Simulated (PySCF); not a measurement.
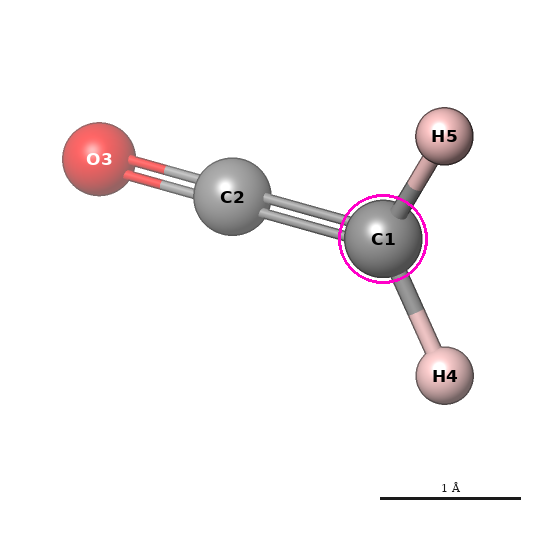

Orthographic view. Atoms fade into the background with distance from the viewer. The geometry was computed by an optimisation with PBE0-D3(BJ)/def2-TZVP. No frequency run is at hand to confirm it as a minimum.

Question: Which atoms are bonded to the circled atom?

Answer: The circled atom is C1; it is bonded to C2, H4, H5.

Question: Which atom is nearest the viewer?

Answer: H5, 0.9 Å in front of the mean position.

Question: Which atom is farthest from the viewer?

Answer: O3, 1.0 Å behind the mean position.
